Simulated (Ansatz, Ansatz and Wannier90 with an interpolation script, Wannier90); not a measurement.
# G0W0 band structure of InAs (F-43m), part 2 of 3

Wanted: quasiparticle gap and band widths of InAs (F-43m) over the whole zone.

Ansatz 0.2.0; r2SCAN, Wannier functions and G0W0, plane waves, PAW. Known limits of the many-body steps: not at the basis limit; screening runs away on this mesh; no spin-orbit coupling; coarse k mesh.

So far. Step 2 (r2SCAN bands): The gap is direct, at Γ.

The database entry behind the starting cell differs from later determinations by our own check (about 0.4 % short), so it need not match the best structure at ambient conditions.

### Step 4. Wannier functions by Wannier90 (As:4p In:5s In:5p) on 12×12×12

Localised functions give a small Hamiltonian that interpolates between mesh points at no cost.

This step: maximally localised Wannier functions from the overlaps of r2SCAN states (plane waves, PAW).

Input file w.win:

```
num_iter = 1200
conv_tol = 1.0e-8
conv_window = 5
dis_num_iter = 4000
dis_conv_tol = 1.0e-8
dis_mix_ratio = 0.7
write_hr = true
use_ws_distance = false
num_print_cycles = 50
! ansatz wannier90 interface
! projections by site (counted from 0) and shell: 1 4P, 0 5S, 0 5P
! states of the run's bands (counted from 1): 1-22
num_bands = 22
num_wann  = 7
dis_win_min = 1.59
dis_win_max = 18.77
dis_froz_min = 1.59
dis_froz_max = 10.97
guiding_centres = true

begin unit_cell_cart
Ang
                      0.0                    3.018                    3.018
                    3.018                      0.0                    3.018
                    3.018                    3.018                      0.0
end unit_cell_cart

begin atoms_frac
In                       0.0                      0.0                      0.0
As                      0.75                     0.75                     0.75
end atoms_frac

mp_grid = 12 12 12

[... the mesh's points ...]
```

On the command line:

```sh
$ OMP_NUM_THREADS=1 mpirun -n 8 wannier90.x w > wannier90.x.log
```

Numbers of over 12 decimals in the logs are rounded to 6 here.

The program printed:

```text
TEM
                                    ------

                              Lattice Vectors (Ang)
                    a_1     0.000000   3.018000   3.018000
                    a_2     3.018000   0.000000   3.018000
                    a_3     3.018000   3.018000   0.000000

                   Unit Cell Volume:      54.97784  (Ang^3)

                        Reciprocal-Space Vectors (Ang^-1)
                    b_1    -1.040952   1.040952   1.040952
                    b_2     1.040952  -1.040952   1.040952
                    b_3     1.040952   1.040952  -1.040952

 *----------------------------------------------------------------------------*
 |   Site       Fractional Coordinate          Cartesian Coordinate (Ang)     |
 +----------------------------------------------------------------------------+
 | in   1   0.00000   0.00000   0.00000   |    0.00000   0.00000   0.00000    |
 | as   1   0.75000   0.75000   0.75000   |    4.52700   4.52700   4.52700    |
 *----------------------------------------------------------------------------*
                                ------------
                                K-POINT GRID
                                ------------

             Grid size = 12 x 12 x 12      Total points = 1728

 *---------------------------------- MAIN ------------------------------------*
 |  Number of Wannier Functions               :                 7             |
 |  Number of Objective Wannier Functions     :                 7             |
 |  Number of input Bloch states              :                22             |
 |  Output verbosity (1=low, 5=high)          :                 1             |
 |  Timing Level (1=low, 5=high)              :                 1             |
 |  Optimisation (0=memory, 3=speed)          :                 3             |
 |  Length Unit                               :               Ang             |
 |  Post-processing setup (write *.nnkp)      :                 F             |
 |  Using Gamma-only branch of algorithms     :                 F             |
 *----------------------------------------------------------------------------*
 *------------------------------- WANNIERISE ---------------------------------*
 |  Total number of iterations                :              1200             |
 |  Number of CG steps before reset           :                 5             |
 |  Trial step length for line search         :             2.000             |
 |  Convergence tolerence                     :         0.100E-07             |
 |  Convergence window                        :                 5             |
 |  Iterations between writing output         :                50             |
 |  Iterations between backing up to disk     :               100             |
 |  Write r^2_nm to file                      :                 F             |
 |  Write xyz WF centres to file              :                 F             |
 |  Write on-site energies <0n|H|0n> to file  :                 F             |
 |  Use guiding centre to control phases      :                 T             |
 |  Use phases for initial projections        :                 F             |
 |  Iterations before starting guiding centres:                 0             |
 |  Iterations between using guiding centres  :                 1             |
 *----------------------------------------------------------------------------*
 *------------------------------- DISENTANGLE --------------------------------*
 |  Using band disentanglement                :                 T             |
 |  Total number of iterations                :              4000             |
 |  Mixing ratio                              :             0.700             |
 |  Convergence tolerence                     :         1.000E-08             |
 |  Convergence window                        :                 3             |
 *----------------------------------------------------------------------------*
 *-------------------------------- PLOTTING ----------------------------------*
 |  Plotting Hamiltonian in WF basis          :                 T             |
 *----------------------------------------------------------------------------*

 *---------------------------------- K-MESH ----------------------------------*
 +----------------------------------------------------------------------------+
 |                    Distance to Nearest-Neighbour Shells                    |
 |                    ------------------------------------                    |
 |          Shell             Distance (Ang^-1)          Multiplicity         |
 |          -----             -----------------          ------------         |
 |             1                   0.150248                      8            |
 |             2                   0.173492                      6            |
 |             3                   0.245355                     12            |
 |             4                   0.287704                     24            |
 |             5                   0.300497                      8            |
 |             6                   0.346984                      6            |
 |             7                   0.378117                     24            |
 |             8                   0.387940                     24            |
[...]
|                              Energy  Windows                               |
 |                              ---------------                               |
 |                   Outer:    1.59000  to   18.77000  (eV)                   |
 |                   Inner:    1.59000  to   10.97000  (eV)                   |
 +----------------------------------------------------------------------------+
   Number of target bands to extract:    7

                   Unitarised projection of Wannier functions
                   ------------------------------------------
   A_mn = <psi_m|g_n> --> S = A.A^+ --> U = S^-1/2.A
   In dis_project... done
   Using an inner window (linner = T)
   In dis_proj_froz... done

                   Extraction of optimally-connected subspace
                   ------------------------------------------
 +---------------------------------------------------------------------+<-- DIS
 |  Iter     Omega_I(i-1)      Omega_I(i)      Delta (frac.)    Time   |<-- DIS
 +---------------------------------------------------------------------+<-- DIS
       1      25.88686906      23.92778939       8.187E-02      0.00    <-- DIS
       2      24.21797606      23.23666594       4.223E-02      0.01    <-- DIS
       3      23.40759581      22.83361740       2.514E-02      0.02    <-- DIS
      50      21.64941868      21.64883251       2.708E-05      0.41    <-- DIS
     100      21.64070913      21.64072819      -8.809E-07      0.82    <-- DIS
     150      21.64059083      21.64059488      -1.872E-07      1.23    <-- DIS
     200      21.64059224      21.64059277      -2.474E-08      1.65    <-- DIS

             <<<      Delta < 1.000E-08  over  3 iterations     >>>
             <<< Disentanglement convergence criteria satisfied >>>

        Final Omega_I    21.64059274 (Ang^2)

 +----------------------------------------------------------------------------+

 Writing checkpoint file w.chk... done

 *------------------------------- WANNIERISE ---------------------------------*
 +--------------------------------------------------------------------+<-- CONV
 | Iter  Delta Spread     RMS Gradient      Spread (Ang^2)      Time  |<-- CONV
 +--------------------------------------------------------------------+<-- CONV

 ------------------------------------------------------------------------------
 Initial State
  WF centre and spread    1  (  4.527000,  4.527000,  4.527000 )     3.06423986
  WF centre and spread    2  (  4.527000,  4.527000,  4.527000 )     3.06423986
  WF centre and spread    3  (  4.527000,  4.527000,  4.527000 )     3.06423986
  WF centre and spread    4  ( -0.000000, -0.000000,  0.000000 )     3.71946086
  WF centre and spread    5  (  0.000000, -0.000000, -0.000000 )     5.19403342
  WF centre and spread    6  (  0.000000,  0.000000, -0.000000 )     5.19403342
  WF centre and spread    7  (  0.000000, -0.000000,  0.000000 )     5.19403342
  Sum of centres and spreads ( 13.581000, 13.581000, 13.581000 )    28.49428071

      0     0.285E+02     0.0000000000       28.4942807098       1.92  <-- CONV
        O_D=      0.3178036 O_OD=      6.5358843 O_TOT=     28.4942807 <-- SPRD
 ------------------------------------------------------------------------------
 Cycle:      1
  WF centre and spread    1  (  4.527000,  4.527000,  4.527000 )     3.00331336
  WF centre and spread    2  (  4.527000,  4.527000,  4.527000 )     3.00331336
  WF centre and spread    3  (  4.527000,  4.527000,  4.527000 )     3.00331336
[...]
Sum of centres and spreads ( 13.581000, 13.581000, 13.581000 )    28.04785022

      1    -0.446E+00     0.2596505376       28.0478502170       1.94  <-- CONV
        O_D=      0.2841358 O_OD=      6.1231216 O_TOT=     28.0478502 <-- SPRD
 Delta: O_D= -0.3366779E-01 O_OD= -0.4127627E+00 O_TOT= -0.4464305E+00 <-- DLTA
 ------------------------------------------------------------------------------
 Cycle:     50
[...]
Sum of centres and spreads ( 13.581000, 13.581000, 13.581000 )    27.52476120

     50    -0.260E-06     0.0003236317       27.5247611955       2.76  <-- CONV
        O_D=      0.3025758 O_OD=      5.5815926 O_TOT=     27.5247612 <-- SPRD
 Delta: O_D= -0.7168357E-06 O_OD=  0.4567936E-06 O_TOT= -0.2600421E-06 <-- DLTA
 ------------------------------------------------------------------------------

             <<<     Delta < 1.000E-08  over  5 iterations     >>>
             <<< Wannierisation convergence criteria satisfied >>>

 Final State
[...]
WF centre and spread    3  (  4.527000,  4.527000,  4.527000 )     2.92583606
  WF centre and spread    4  ( -0.000000,  0.000000,  0.000000 )     3.39676962
  WF centre and spread    5  ( -0.000000, -0.000000, -0.000000 )     5.11682759
  WF centre and spread    6  (  0.000000,  0.000000, -0.000000 )     5.11682759
  WF centre and spread    7  (  0.000000, -0.000000,  0.000000 )     5.11682759
  Sum of centres and spreads ( 13.581000, 13.581000, 13.581000 )    27.52476056

         Spreads (Ang^2)       Omega I      =    21.640592742
        ================       Omega D      =     0.302557504
                               Omega OD     =     5.581610318
    Final Spread (Ang^2)       Omega Total  =    27.524760563
 ------------------------------------------------------------------------------

 Writing checkpoint file w.chk... done

 *---------------------------------------------------------------------------*
 |                               PLOTTING                                    |
 *---------------------------------------------------------------------------*

 *===========================================================================*
 |                             TIMING INFORMATION                            |
 *===========================================================================*
 |    Tag                                                Ncalls      Time (s)|
 |---------------------------------------------------------------------------|
 |kmesh: get                                        :         1         0.388|
 |overlap: read                                     :         1         3.628|
 |dis: main                                         :         1         1.958|
 |wann: main                                        :         1         1.183|
 |plot: main                                        :         1         0.136|
 *---------------------------------------------------------------------------*
 All done: wannier90 exiting
```

Run time: 9.1 s. Hardware: 8 MPI ranks of Arm Neoverse V2, shared host; 71 s of CPU time.

This step gave:

```
gauge-invariant spread     : 21.64 Å²
diagonal spread            : 0.3026 Å²
off-diagonal spread        : 5.582 Å²
total spread               : 27.52 Å²
disentanglement steps      : 224
r.m.s. interpolation error : 0.003063 eV
r.m.s. error near the gap  : 0.004223 eV
```

Near the gap the model misses directly solved bands by 4.2 meV r.m.s. and by 38 meV at most in the window tested. This tests the starting bands, not the corrections carried with them.

Wannier functions, by row:

```csv
function,x (Å),y (Å),z (Å),spread (Å²),nearest atom,distance (Å)
1,4.527,4.527,4.527,2.926,As2,0
2,4.527,4.527,4.527,2.926,As2,0
3,4.527,4.527,4.527,2.926,As2,0
4,0,0,0,3.397,In1,0
5,0,0,0,5.117,In1,0
6,0,0,0,5.117,In1,0
7,0,0,0,5.117,In1,0
```

Frozen up to 3.28 eV; above it the model need not follow the bands. Electronic bands along the path, in eV, zero at the valence-band top:

```csv
point,band 12,band 13,band 14,band 15,band 16,band 17,band 18
Γ,0.00,0.00,0.00,0.28,4.28,4.28,4.28
X,-5.96,-2.41,-2.41,1.82,2.36,10.00,10.00
U,-5.81,-3.38,-2.02,2.42,4.77,7.99,8.16
jump to K,-5.81,-3.38,-2.02,2.42,4.77,7.99,8.16
Γ,0.00,0.00,0.00,0.28,4.28,4.28,4.28
L,-5.91,-1.02,-1.02,1.34,5.05,5.05,7.52
W,-5.80,-3.06,-2.96,4.59,4.63,5.51,8.77
X,-5.96,-2.41,-2.41,1.82,2.36,10.00,10.00
```

The same for Kohn-Sham, solved directly:

```csv
point,band 12,band 13,band 14,band 15,band 16,band 17,band 18
Γ,0.00,0.00,0.00,0.28,4.28,4.28,4.28
X,-5.96,-2.41,-2.41,1.82,2.36,9.88,10.00
U,-5.81,-3.38,-2.02,2.42,4.65,7.89,7.95
K,-5.81,-3.38,-2.02,2.42,4.65,7.89,7.95
Γ,0.00,0.00,0.00,0.28,4.28,4.28,4.28
L,-5.91,-1.02,-1.02,1.34,5.05,5.05,7.30
W,-5.80,-3.06,-2.96,4.59,4.63,5.51,6.51
X,-5.96,-2.41,-2.41,1.82,2.36,9.88,10.00
```

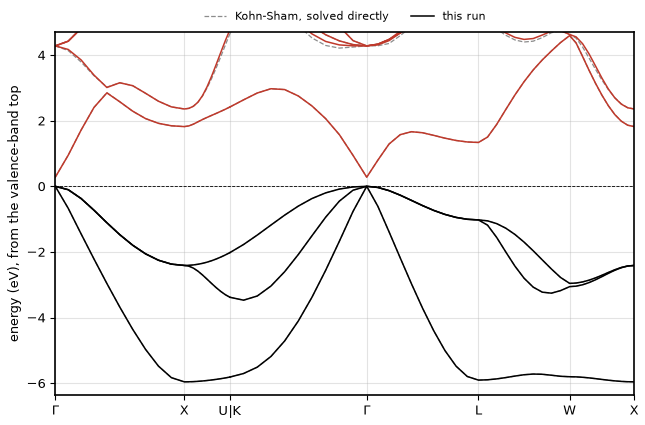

Electronic bands along the path; lines of filled and empty bands in two colours; dashed: Kohn-Sham, solved directly.

### Step 5. G0W0 at every point of the mesh: 6×6×6 mesh, 252 empty bands, screening to 160 eV

Now the one-shot GW correction: screening in the RPA, then the self-energy of the levels asked for.

This step: G0W0 on r2SCAN, plane waves, PAW.

Input file input.yaml:

```yaml
crystal:
  lattice:
    - [0.0, 3.018, 3.018]
    - [3.018, 0.0, 3.018]
    - [3.018, 3.018, 0.0]
  atoms:
    - { symbol: In, position: [0.0, 0.0, 0.0] }
    - { symbol: As, position: [0.75, 0.75, 0.75] }
kpoints:
  mp_grid: { grid: [6, 6, 6] }
hamiltonian:
  xc: r2scan
scf:
  occupations: { method: fixed }
gw:
  n_empty_bands: 252
  ecut_chi: 160.0
  qp_bands: [v3, c2]
  screening: { model: contour_deformation }
```

On the command line:

```sh
$ ansatz run input.yaml --threads 12 --pin off --max-ram 22118MiB --backend cpu --events-out ev --progress --plain --runs-dir out
```

The program printed:

```text
[...]
Crystal: 2 atoms, lattice volume = 54.978 Å³
Basis set: ecut = 500 eV, 1411 PW (Γ), exchange–correlation on 128×128×128 points (64 copies of the dense FFT grid, shifted against one another)
Bands: 18, of which v1, the nominal top of the filled ones, is band 14 counted from 1 (13 counted from 0)
Symmetry: 24 space group operations
[...]
k-points: 16 of 216 (time reversal used)
[...]
SCF iter   1: F=—  HF=-10477.140832 eV  |F-HF|=—  |Δ(HF+E_count)|=         —  Δρ=6.15e-3  dr2=1.16e-2  dr2_τ=8.75e-3  ethr=1.77e-3  ⟨swp⟩=5.0  Hψ=1275  notcnv=0  defer=26
[...]
SCF iter   6: F=-10477.149291 eV  HF=-10477.149291 eV  |F-HF|=1.01e-8  |Δ(HF+E_count)|=   1.76e-7  Δρ=4.86e-6  dr2=8.49e-9  dr2_τ=4.55e-10  ethr=3.57e-10  ⟨swp⟩=3.2  Hψ=1188  notcnv=0
SCF 1 converged in 6 iterations: F = -10477.149291 eV  dr2 = 8.49e-9
[...]
G₀W₀ screening: q 1/16
[... further progress lines ...]
[...]
SCF converged after 6 iterations
Free energy (F): -10477.149291 eV
[...]
Internal energy: -10477.149291 eV  (E = F + TS)
E sigma→0 (E₀):  -10477.149291 eV
Fermi energy:    7.694955 eV
[...]
--- Band table (eV; the first three rows and the last of 16) ---
  k-point 0: bands = [... 10 lower, -4.6364, 7.6950, 7.6950, 7.6950, 7.9733, 11.9747, 11.9747, 11.9747]
  k-point 1: bands = [... 10 lower, -4.3361, 5.2487, 7.3733, 7.3733, 9.3183, 12.4133, 12.4348, 12.4348]
  k-point 2: bands = [... 10 lower, -3.5912, 2.8795, 6.8763, 6.8763, 9.1897, 12.7998, 12.7998, 14.3221]
  k-point 15: bands = [... 10 lower, -2.4630, 1.8497, 4.7874, 4.8561, 11.0985, 11.4920, 14.6574, 15.1920]
--- G₀W₀: contour deformation, 8 samples at zero and on the imaginary axis and 2 off it, 216 q-points, 252 empty bands' worth ---
  eigenvalues of the whole cell's RPA ε∞ on this k-mesh (on a slab, of 1 + 4πα/V) = 172.4752, 172.4752, 172.4752; static W/v taken at q = 0 is 0.005798
  bands read: the sum over 266 bands ends inside a degenerate multiplet in 4 slots, whose members it reads at an even weight; the widest, k=0: bands 266 to 268 (counted from 1) at 1/3 each
    ik  band        ε_KS         Σx   Σc(E_QP)       V_xc       Z   E_QP_lin       E_QP  E_QP is
     0    12      7.6950   -16.6158     0.9459   -15.3681  0.7415     7.3869     7.3932  root
     0    13      7.6950   -16.6158     0.9459   -15.3681  0.7415     7.3869     7.3932  root
     0    14      7.6950   -16.6158     0.9459   -15.3681  0.7415     7.3869     7.3932  root
     0    15      7.9733   -11.0203    -3.5545   -14.4748  0.7602     7.8739     7.8734  root
     0    16     11.9747    -7.4036    -4.2111   -11.5479  0.7436    11.9082    11.9080  root
     1    12      5.2487   -16.2818     1.3897   -14.5445  0.7211     4.8920     4.9010  root
     1    13      7.3733   -16.3319     1.0428   -14.9728  0.7397     7.0499     7.0569  root
     1    14      7.3733   -16.3319     1.0428   -14.9728  0.7397     7.0499     7.0569  root
     1    15      9.3183   -10.1566    -3.6349   -13.7226  0.7543     9.2495     9.2492  root
     1    16     12.4133    -7.8982    -4.3235   -12.1113  0.7358    12.3036    12.3029  root
     2    12      2.8795   -16.5116     2.7067   -13.4655  0.6821     2.5320     2.5400  root
     2    13      6.8763   -16.0827     1.2400   -14.5063  0.7358     6.5317     6.5399  root
     2    14      6.8763   -16.0827     1.2400   -14.5063  0.7358     6.5317     6.5399  root
     2    15      9.1897    -9.2583    -3.7659   -12.9436  0.7582     9.1094     9.1090  root
[...]
15    12      1.8497   -16.9302     3.0927   -13.4842  0.6837     1.4871     1.4964  root
    15    13      4.7874   -15.1273     2.0504   -12.6995  0.7048     4.3975     4.4101  root
    15    14      4.8561   -14.6625     1.9448   -12.3402  0.7081     4.4662     4.4786  root
    15    15     11.0985    -6.8765    -3.9850   -10.6999  0.7505    10.9383    10.9369  root
    15    16     11.4920    -8.5874    -4.3288   -12.8961  0.7381    11.4720    11.4719  root
```

The job ended after 2.4 min (12 threads; peak memory 2.7 GiB).

This step gave:

| Property | Result |
| --- | --- |
| bands summed | 266 |
| RPA ε∞ on this mesh (eigenvalues) | 172.5, 172.5, 172.5 |
| plane waves in the screening matrix | 259 |
| q-points in the mesh | 216 |
| G0W0 gap on the mesh | 0.4802 eV |
| k of the valence top | 0, 0, 0 |
| k of the conduction bottom | 0, 0, 0 |
| starting gap on the mesh | 0.2784 eV |
| Z at the valence top | 0.7415 |
| Z at the conduction bottom | 0.7602 |
| least direct G0W0 gap on the computed points | 0.4802 eV |

The gap on the mesh goes from 0.28 eV to 0.48 eV, a correction of +0.20 eV. Between the two edge states, bare exchange in place of the xc potential would open the gap by 4.70 eV, and correlation takes back 4.50 eV.

(Continued in part 3 of 3.)

[Paths, hosts, dates, memory and timing lines, banners, echoed tables and standing remarks are left out of the program output.]

[Logs are printed without paths, hosts, clocks, repeated set-up lines and the standing remarks that a program may print on its own settings, such as how far it seeks lower states.]

[Runs of the session that timed out or met a known fault of the program may be left out.]

[Hosts, paths, dates, database ids (printed as entryN), source tags and the programs' standing remarks are cut or masked in the printed files.]
